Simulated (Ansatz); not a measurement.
**Run report: TaNH$_{4}$Cl$_{2}$F$_{2}$, geometry relaxation (part 2 of 2)**

The same run, continued: TaNH$_{4}$Cl$_{2}$F$_{2}$; RHF/def2-SVP (Ansatz 0.2.0). It belongs to a series of runs on one base structure; here: end point B relaxed.

Geometry of the input (Å):
```
Ta -0.4571  -0.3823  -0.2292
F  2.6113  0.2177  -0.1905
F  0.2531  -0.7212  1.4911
N  -0.2294  -0.2166  -2.1709
H  0.3987  -0.7071  -2.7795
H  -0.6924  0.5175  -2.6858
Cl -0.6040  1.9268  0.0765
Cl -2.4995  -1.4381  -0.0505
H  0.8751  -1.5124  -0.5966
H  2.4942  -0.6852  -0.1727
```

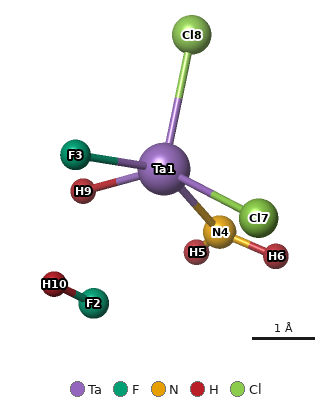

Fig. 1: The geometry at step 14 of the log (ball-and-stick view, seen at an oblique angle; atoms are numbered from 1 in the order of the input).

**Trajectory as extended XYZ, continued**
```
10
Properties=species:S:1:pos:R:3:forces:R:3 step=7 energy=-33490.32504
Ta   -0.3627   -0.4016   -0.2506    0.1439  -0.1363  -0.0310
F     2.1936    0.2558   -0.1684    0.6522  -0.9201   0.1938
F     0.3546   -0.8224    1.4572   -0.0649  -0.0331   0.0393
N    -0.2418   -0.2288   -2.2088    0.1235   0.0853  -0.0797
H     0.2696   -0.7963   -2.8611   -0.0927   0.0409   0.0757
H    -0.6047    0.5889   -2.6772    0.0159  -0.0901   0.0205
Cl   -0.4616    1.9318    0.0531    0.0130   0.0445   0.0025
Cl   -2.4473   -1.3583   -0.0041    0.0102   0.0153   0.0480
H     0.7535   -1.6767   -0.6911   -0.0988  -0.0283  -0.0594
H     2.6968   -0.4934    0.0428   -0.7022   1.0219  -0.2098
10
Properties=species:S:1:pos:R:3:forces:R:3 step=8 energy=-33490.27379 accepted=F
Ta   -0.3284   -0.4140   -0.2532    0.1404  -0.0899  -0.2101
F     2.1183    0.2493   -0.2868    1.6517  -1.9283   1.5469
F     0.3703   -0.8802    1.4561    0.1128   0.0441  -0.0131
N    -0.2073   -0.2094   -2.2086   -0.0974  -0.2145  -0.2827
H     0.2122   -0.8290   -2.8866   -0.1000   0.2411   0.2724
H    -0.5737    0.6097   -2.6712    0.0771  -0.0624   0.0376
Cl   -0.4030    1.9239    0.0548   -0.0374   0.0805   0.0535
Cl   -2.4230   -1.3392    0.0203   -0.0202   0.0161  -0.0044
H     0.7282   -1.7276   -0.7276   -0.0887  -0.0204   0.0051
H     2.6564   -0.3845    0.1947   -1.6383   1.9337  -1.4052
10
Properties=species:S:1:pos:R:3:forces:R:3 step=9 energy=-33490.34764
Ta   -0.3192   -0.4190   -0.2608   -0.1107   0.0372   0.2475
F     2.1416    0.2698   -0.1880    0.2330  -0.3317   0.0825
F     0.3893   -0.8809    1.4491   -0.0337   0.0143  -0.1244
N    -0.2193   -0.2311   -2.2154    0.0456   0.0347  -0.0977
H     0.2620   -0.8114   -2.8767   -0.0297   0.0051   0.0225
H    -0.5924    0.5824   -2.6805    0.0015  -0.0377   0.0123
Cl   -0.4746    1.9141    0.0587    0.1008   0.0382  -0.0056
Cl   -2.4422   -1.2714    0.0348    0.0481  -0.0705  -0.0195
H     0.7527   -1.7209   -0.7310    0.0033  -0.0603  -0.0463
H     2.6520   -0.4326    0.1015   -0.2581   0.3707  -0.0712
10
Properties=species:S:1:pos:R:3:forces:R:3 step=10 energy=-33490.35141
Ta   -0.3313   -0.4161   -0.2524   -0.0308   0.1080  -0.8072
F     2.1438    0.2818   -0.2043    0.1481  -0.2711   0.0750
F     0.4038   -0.8862    1.4143    0.2669  -0.1673   0.5917
N    -0.2267   -0.2291   -2.2108   -0.0814   0.0468  -0.0374
H     0.2349   -0.8225   -2.8735   -0.0011   0.0066   0.0200
H    -0.6032    0.5811   -2.6785    0.0324  -0.0117   0.0112
Cl   -0.3815    1.9232    0.0472   -0.0845   0.0743   0.0501
Cl   -2.4294   -1.3186    0.0267   -0.1065  -0.0303   0.0564
H     0.7191   -1.7244   -0.7633   -0.0422   0.0286   0.0869
H     2.6207   -0.3902    0.1862   -0.1009   0.2164  -0.0465
10
Properties=species:S:1:pos:R:3:forces:R:3 step=11 energy=-33490.37160
Ta   -0.3270   -0.4253   -0.2728   -0.0814  -0.0407  -0.4100
F     2.1611    0.2359   -0.2310    0.2787  -0.2795   0.1908
F     0.4178   -0.8969    1.4035    0.1721  -0.0829   0.2786
N    -0.2528   -0.2298   -2.2320    0.0026   0.0452   0.0616
H     0.2223   -0.8134   -2.8928   -0.0167  -0.0214  -0.0308
H    -0.6315    0.5810   -2.6957    0.0251   0.0004   0.0010
Cl   -0.3614    1.9122    0.0523   -0.0475   0.0874   0.0272
Cl   -2.4346   -1.3039    0.0413   -0.0247   0.0008   0.0254
H     0.6950   -1.7506   -0.7873   -0.0177   0.0316   0.0459
H     2.6613   -0.3101    0.3064   -0.2906   0.2590  -0.1896
10
Properties=species:S:1:pos:R:3:forces:R:3 step=12 energy=-33490.38073
Ta   -0.3274   -0.4511   -0.3008    0.2568   0.1614   0.3112
F     2.2076    0.1679   -0.2947   -0.2097   0.1949  -0.3406
F     0.4892   -0.8719    1.3814   -0.0793   0.1399  -0.1568
N    -0.2421   -0.2074   -2.2519   -0.1368  -0.0359  -0.0775
H     0.1252   -0.8328   -2.9476    0.0492   0.0643   0.1233
H    -0.5300    0.6577   -2.6864    0.0374  -0.1082   0.0661
Cl   -0.4156    1.9034    0.0439    0.0887  -0.1945  -0.0372
Cl   -2.4207   -1.3220    0.0900    0.0031  -0.0579  -0.0715
H     0.6916   -1.7970   -0.7611   -0.1379   0.0047  -0.1982
H     2.5722   -0.2478    0.4190    0.1285  -0.1686   0.3811
10
Properties=species:S:1:pos:R:3:forces:R:3 step=13 energy=-33490.39238
Ta   -0.3178   -0.4467   -0.3008    0.1427   0.1124   0.2484
F     2.1938    0.1611   -0.2872   -0.1247   0.1359  -0.2758
F     0.5056   -0.8639    1.3774   -0.0604   0.0886  -0.1016
N    -0.2452   -0.2072   -2.2525   -0.1001  -0.0098  -0.0775
H     0.1249   -0.8329   -2.9464    0.0283   0.0680   0.1141
H    -0.5315    0.6585   -2.6861    0.0384  -0.1059   0.0517
Cl   -0.4056    1.9073    0.0370    0.0748  -0.1336  -0.0312
Cl   -2.4051   -1.3305    0.0937    0.0003  -0.0350  -0.0541
H     0.6732   -1.8038   -0.7798   -0.0642  -0.0156  -0.1562
H     2.5577   -0.2427    0.4365    0.0649  -0.1052   0.2822
10
Properties=species:S:1:pos:R:3:forces:R:3 step=14 energy=-33490.27345 accepted=F
Ta   -0.3042   -0.4533   -0.3067    0.1596  -0.0667   0.0750
F     2.2015    0.0572   -0.3623    0.8011  -0.5974   3.3125
F     0.5772   -0.8306    1.3591   -0.0711   0.1016  -0.0891
N    -0.2593   -0.1978   -2.2558   -0.0514   0.1714  -0.2535
H     0.1009   -0.8276   -2.9571   -0.0760   0.1956   0.2315
H    -0.4868    0.7003   -2.6708    0.0845  -0.3798   0.1203
Cl   -0.3826    1.9076    0.0196    0.0943  -0.0961  -0.0063
Cl   -2.3686   -1.3723    0.1212    0.0030   0.0104  -0.0282
H     0.6249   -1.8412   -0.8184   -0.0659  -0.0186  -0.0829
H     2.4471   -0.1432    0.5629   -0.8780   0.6796  -3.2794
10
Properties=species:S:1:pos:R:3:forces:R:3 step=15 energy=-33490.40789
Ta   -0.2998   -0.4488   -0.2964   -0.0629   0.0693  -0.0180
F     2.1765    0.1502   -0.3114   -0.0141  -0.0580   0.0308
F     0.5303   -0.8726    1.3741    0.0576   0.0424  -0.0209
N    -0.2546   -0.2104   -2.2482   -0.0214   0.0134  -0.0177
H     0.1327   -0.8323   -2.9344   -0.0019   0.0365   0.0441
H    -0.5349    0.6555   -2.6824    0.0196  -0.0592   0.0194
Cl   -0.3480    1.9051    0.0362    0.0101  -0.0620  -0.0032
Cl   -2.3864   -1.3360    0.0966   -0.0049  -0.0023  -0.0075
H     0.6501   -1.8188   -0.8162    0.0055  -0.0126  -0.0496
H     2.4842   -0.1927    0.4739    0.0125   0.0325   0.0228
10
Properties=species:S:1:pos:R:3:forces:R:3 step=16 energy=-33490.40532 accepted=F
Ta   -0.2915   -0.4510   -0.2999   -0.0633  -0.0959  -0.1313
F     2.1772    0.0957   -0.3195    0.2747  -0.1503   0.7598
F     0.5614   -0.8732    1.3598    0.0221   0.0070   0.0635
N    -0.2682   -0.2110   -2.2509    0.0343   0.0273   0.0281
H     0.1340   -0.8269   -2.9324   -0.0186   0.0091  -0.0066
H    -0.5535    0.6519   -2.6848    0.0065  -0.0072  -0.0102
Cl   -0.3151    1.9006    0.0347    0.0045   0.0131   0.0112
Cl   -2.3784   -1.3355    0.0995   -0.0046   0.0118   0.0274
H     0.6325   -1.8285   -0.8500   -0.0128   0.0044   0.0196
H     2.4517   -0.1231    0.5353   -0.2428   0.1806  -0.7616
10
Properties=species:S:1:pos:R:3:forces:R:3 step=17 energy=-33490.41146
Ta   -0.3003   -0.4533   -0.3016    0.0027   0.0583  -0.0110
F     2.1987    0.1314   -0.2992    0.0063  -0.0468   0.0519
F     0.5500   -0.8639    1.3643    0.0079   0.0139  -0.0247
N    -0.2665   -0.2090   -2.2520   -0.0097  -0.0044  -0.0117
H     0.1224   -0.8285   -2.9386    0.0040   0.0155   0.0223
H    -0.5521    0.6545   -2.6858    0.0161  -0.0249   0.0141
Cl   -0.3334    1.9001    0.0249    0.0002  -0.0478   0.0078
Cl   -2.3857   -1.3388    0.1003   -0.0033  -0.0047   0.0048
H     0.6484   -1.8195   -0.8366   -0.0129   0.0000  -0.0134
H     2.4687   -0.1737    0.5161   -0.0112   0.0409  -0.0402
10
Properties=species:S:1:pos:R:3:forces:R:3 step=18 energy=-33490.41158
Ta   -0.3033   -0.4567   -0.3036   -0.0183  -0.0572  -0.0174
F     2.2028    0.1024   -0.3161    0.0623  -0.0484   0.2729
F     0.5559   -0.8653    1.3572    0.0186   0.0161   0.0097
N    -0.2735   -0.2122   -2.2531    0.0378   0.0499  -0.0159
H     0.1279   -0.8268   -2.9363   -0.0114  -0.0042   0.0042
H    -0.5370    0.6593   -2.6842   -0.0124  -0.0194   0.0023
Cl   -0.3263    1.8928    0.0332    0.0151   0.0090   0.0005
Cl   -2.3877   -1.3396    0.1098   -0.0039  -0.0015  -0.0005
H     0.6367   -1.8248   -0.8472   -0.0212  -0.0107   0.0074
H     2.4547   -0.1299    0.5323   -0.0667   0.0665  -0.2632
10
Properties=species:S:1:pos:R:3:forces:R:3 step=19 energy=-33490.41029 accepted=F
Ta   -0.3035   -0.4724   -0.3067   -0.1391   0.1973   0.0953
F     2.2040    0.1227   -0.3121   -0.0125  -0.0302  -0.0528
F     0.5676   -0.8709    1.3489   -0.0049  -0.0164   0.0149
N    -0.2623   -0.2096   -2.2543   -0.0081   0.0028  -0.0025
H     0.1166   -0.8344   -2.9412    0.0136  -0.0020   0.0040
H    -0.5173    0.6646   -2.6849    0.0076  -0.0100   0.0206
Cl   -0.3235    1.8804    0.0482    0.0028  -0.0275  -0.0282
Cl   -2.3974   -1.3310    0.1066    0.0147  -0.0090  -0.0066
H     0.5990   -1.8578   -0.8449    0.1240  -0.0958  -0.0684
H     2.4668   -0.0924    0.5321    0.0020  -0.0091   0.0237
10
Properties=species:S:1:pos:R:3:forces:R:3 step=20 energy=-33490.41289
Ta   -0.3048   -0.4620   -0.3027    0.0015   0.0231   0.0034
F     2.1981    0.1091   -0.3152    0.0062  -0.0034   0.0158
F     0.5581   -0.8658    1.3572   -0.0011   0.0039  -0.0011
N    -0.2646   -0.2087   -2.2512   -0.0130   0.0039  -0.0127
H     0.1304   -0.8261   -2.9357    0.0012   0.0000   0.0071
H    -0.5369    0.6593   -2.6836    0.0079  -0.0073   0.0101
Cl   -0.3241    1.8894    0.0349   -0.0015  -0.0062   0.0023
Cl   -2.3923   -1.3379    0.1075   -0.0045  -0.0033  -0.0033
H     0.6254   -1.8365   -0.8453    0.0064  -0.0138  -0.0039
H     2.4609   -0.1218    0.5257   -0.0031   0.0031  -0.0177
```

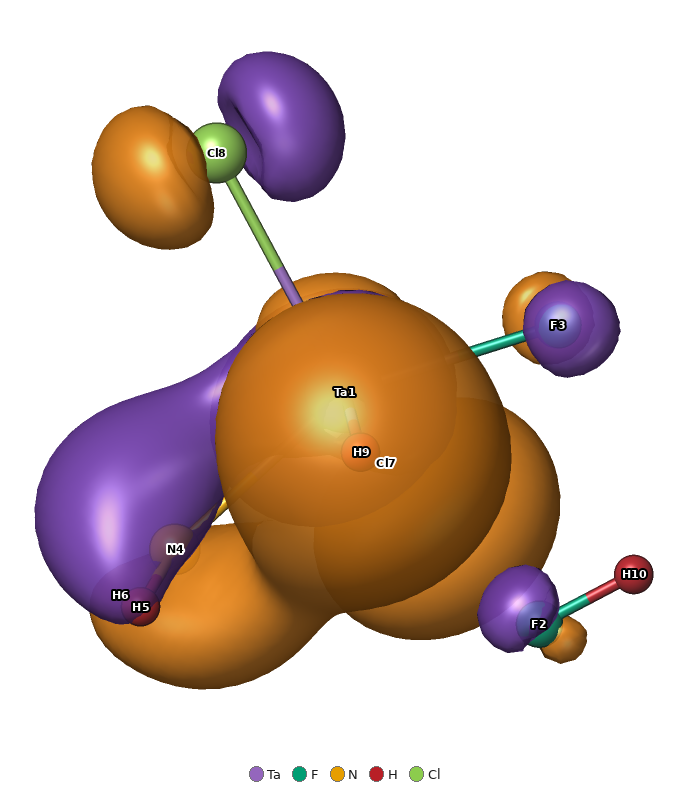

Fig. 2: One frontier orbital at ±0.08 Å⁻³ᐟ² (orange and purple are the two phases), seen face on. The HOMO−1, at −12.00 eV. By Hirshfeld shares it lies mainly on Cl7 (30 %), H9 (25 %), Ta1 (25 %) and N4 (15 %).

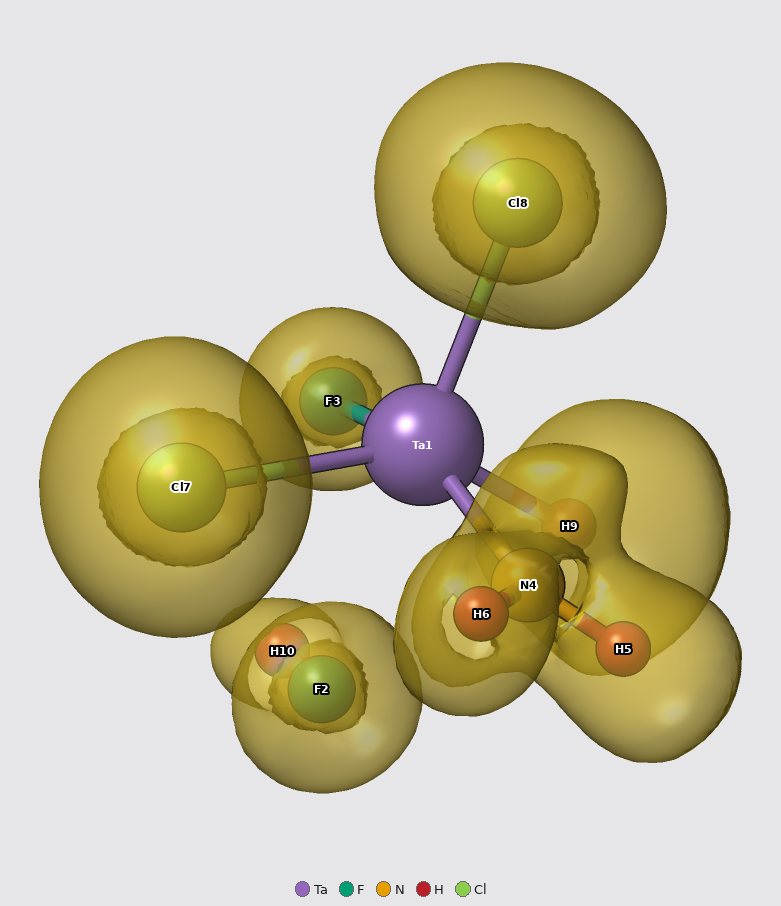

Fig. 3: Isosurface of the electron localisation function at 0.75 (yellow), seen at an oblique angle. Only the valence region is drawn (cores and ρ < 0.01 e/Å³ removed). Along the contacts the grid gives the following. Ta1···F2 (2.57 Å): the ELF is only about 0.05 between them. Ta–F (1.91 Å): the ELF peaks at about 0.85 in the valence shell of F, 0.5 Å from its nucleus, and drops to about 0.20 between the two atoms.

**Results in brief**

- outcome: converged
- total energy: −33490.4129 eV
- mean-field energy: −33490.4129 eV
- largest force (length of the vector) at the end: 0.023 eV/Å
- wall time: 1.7 min (CPU time 3.2 min)
- peak memory: 0.34 GiB
